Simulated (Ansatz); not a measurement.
An ideal cubic perovskite cell is held by its symmetry; such compounds can tilt or shift off centre at room temperature. The starting structures come from a database of crystals and need not be the phases stable at ambient conditions.

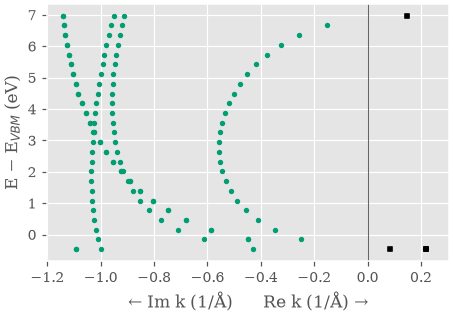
Figure: Complex bands at the centre of the two-dimensional zone; r2SCAN run with Ansatz (an electronic-structure program)

The gap is the functional's own. No spin-orbit coupling. Mid-gap values are interpolated on the energy grid.

Task: This is NaMgF3 (Pm-3m, cubic perovskite, not sure to be the ambient phase, 5 atoms a cell, 12.3 Å³ an atom, -3 GPa at this level) along the normal of (001). Read off the slowest decay at the centre of the two-dimensional zone at 3.56 eV, the computed energy nearest the middle of the gap.

Result: κ ≈ 0.55 1/Å, a decay length 1/(2κ) of the density of 0.92 Å.
